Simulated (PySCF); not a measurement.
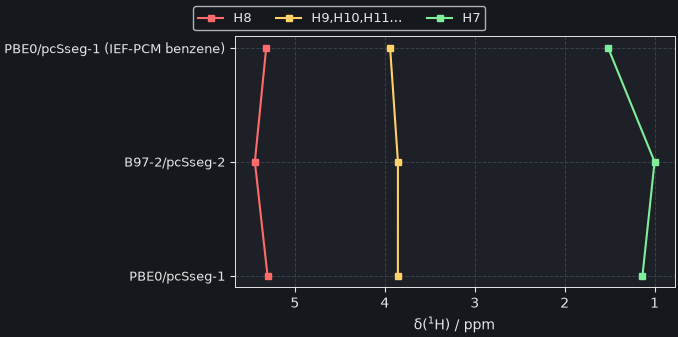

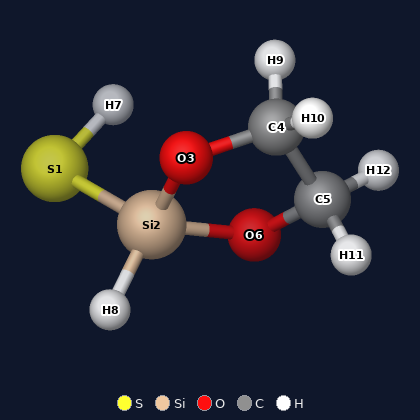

GIAO ¹H shifts of C₂H₆O₂SSi, SMILES S[SiH]1OCCO1 at several levels, one geometry, PySCF, at a PBE0-D3(BJ)/def2-SVP geometry (no frequency check); values of one conformer, averaged over nuclei that symmetry, rotation about single bonds or ring flips exchange, these motions taken as fast; other conformers aren't averaged in; each against TMS at the same level. Protons on N, O or S are those of the isolated molecule, without hydrogen bonds to neighbours or exchange.

### Which of the plotted signals depends most on the level, and by how much?

That of H7: from 1.00 ppm (B97-2/pcSseg-2) to 1.52 ppm (PBE0/pcSseg-1 (IEF-PCM benzene)), a spread of 0.52 ppm. The steadiest, H9, H10, H11 and H12, moves by 0.09 ppm.

### Do all levels give the signals in the same order?

Yes, the order of the signals is the same at every level.
